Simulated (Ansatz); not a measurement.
**Ligand exchange: C3HF5O + C2H7FSi2 → C3H2F4O + C2H6F2Si2**

Gas-phase species: C3HF5O `FC(F)C1(F)OC1(F)F`, singlet; C2H7FSi2 `C=C[SiH2][SiH2]F`, singlet; C3H2F4O `FC(F)C1OC1(F)F`, singlet; C2H6F2Si2 `C=C[SiH](F)[SiH2]F`, singlet. The partners trade F for H: C–F and Si–H bonds give way to C–H and Si–F.

Shapes, held fixed at every level: PBE0-D4/def2-TZVP. Flexible molecules stand in one conformer, not always the lowest. Programs: Ansatz 0.2.0. Electronic energies: no zero-point or thermal term.

```csv
level,kind,ΔE (kJ/mol),less CCSD(T)/CBS estimate
PBE-D4/def2-TZVPP,GGA,-185.3,+23.8
B3LYP-D4/def2-TZVPP,global hybrid,-201.8,+7.3
PBE0-D4/def2-TZVPP,global hybrid,-191.9,+17.2
MP2/def2-TZVPP,perturbation theory,-211.2,-2.1
CCSD(T)/def2-TZVPP,coupled cluster or CI,-201.6,+7.5
CCSD/def2-TZVPP,coupled cluster or CI,-204.8,+4.3
CCSD(T)/CBS estimate,coupled cluster or CI,-209.1,0.0
```

The highest level, CCSD(T)/CBS estimate, gives ΔE = -209.1 kJ/mol; the levels span -211.2 to -185.3. The column of differences is taken from that level and isn't an error. No measured value is set beside it here. The CBS estimate extrapolates MP2 from def2-TZVPP and def2-QZVPP and adds CCSD(T) − MP2 in the triple-zeta set, cores frozen.

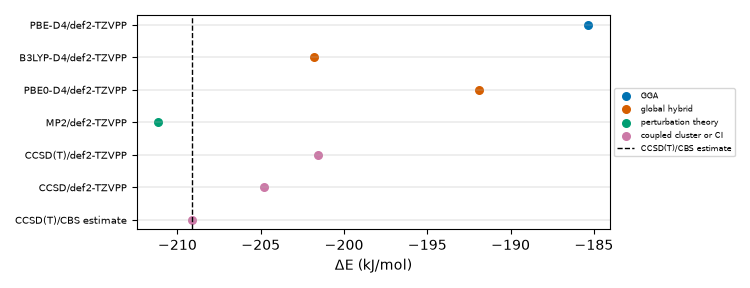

The values of the table, level by level.
